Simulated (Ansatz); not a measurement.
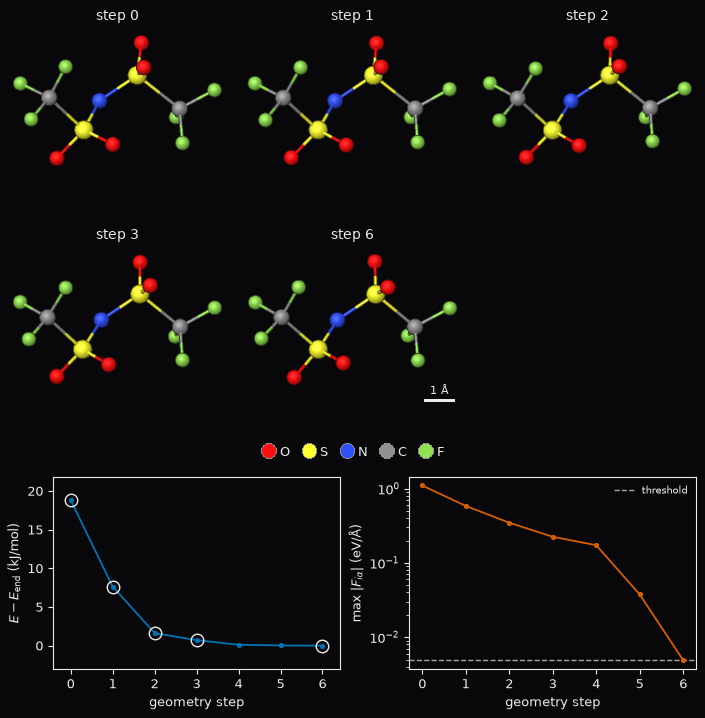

Frames of a relaxation of C2NS2O4F6 (charge −1), marked on the history of the run. The picture is a ball-and-stick view, seen at a tilt.

The start comes from GFN2-xTB.

Method: RKS PBE0-D4/def2-TZVPD in Ansatz.

The input:
```yaml
crystal:
  periodic: [false, false, false]
  atoms:
    - {symbol: O, position_ang: [-1.574530, -0.692710, 0.569530]}
    - {symbol: S, position_ang: [-1.223250, 0.076000, -0.582760]}
    - {symbol: O, position_ang: [-2.006860, -0.123770, -1.765010]}
    - {symbol: N, position_ang: [0.310430, 0.140730, -0.931730]}
    - {symbol: S, position_ang: [1.326580, -0.026300, 0.258600]}
    - {symbol: O, position_ang: [0.849700, 0.355620, 1.550440]}
    - {symbol: O, position_ang: [2.632420, 0.426370, -0.117680]}
    - {symbol: C, position_ang: [1.583890, -1.903060, 0.337440]}
    - {symbol: F, position_ang: [2.052430, -2.345710, -0.837480]}
    - {symbol: F, position_ang: [2.508000, -2.213700, 1.260270]}
    - {symbol: F, position_ang: [0.499980, -2.624860, 0.618730]}
    - {symbol: C, position_ang: [-1.640380, 1.874540, -0.151970]}
    - {symbol: F, position_ang: [-1.000030, 2.385970, 0.898170]}
    - {symbol: F, position_ang: [-1.364490, 2.664940, -1.198590]}
    - {symbol: F, position_ang: [-2.953890, 2.005960, 0.092060]}
basis:
  gaussian: {orbitals: def2-TZVPD}
total_charge: -1
hamiltonian: {xc: pbe0, dispersion: d4}
relax: {f_tol: 0.005, max_steps: 150}
```

Run as
```bash
ansatz run in.yaml --threads 11 --pin off --events-out ev --progress --plain --max-ram 174080MiB --backend cuda --devices 0, --max-vram 75GiB
```

> Describe the path.

The largest move after the best rigid fit is that of O6, 0.31 Å. Largest moves by element: O 0.31 Å, N 0.22 Å, F 0.19 Å, S 0.13 Å, C 0.10 Å. Among the contacts that change: S2–C12 1.896 → 1.852 Å, C12–F14 1.340 → 1.332 Å, C12–F15 1.342 → 1.336 Å. Among the angles between lasting bonds that change: S2–N4–S5 117.2° → 126.7°, S5–C8–F11 115.8° → 111.7°. The energy falls by 18.8 kJ/mol in 6 geometry steps. Largest force component: 1.1 eV/Å at the start, 0.0049 eV/Å at the end. From step 0 to 1: O atoms move most (0.08 Å), energy −11.2 kJ/mol. From step 1 to 2: O atoms move most (0.11 Å), energy −6.02 kJ/mol. From step 2 to 3: O atoms move most (0.03 Å), energy −0.91 kJ/mol. From step 3 to 6: O atoms move most (0.12 Å), energy −0.72 kJ/mol.
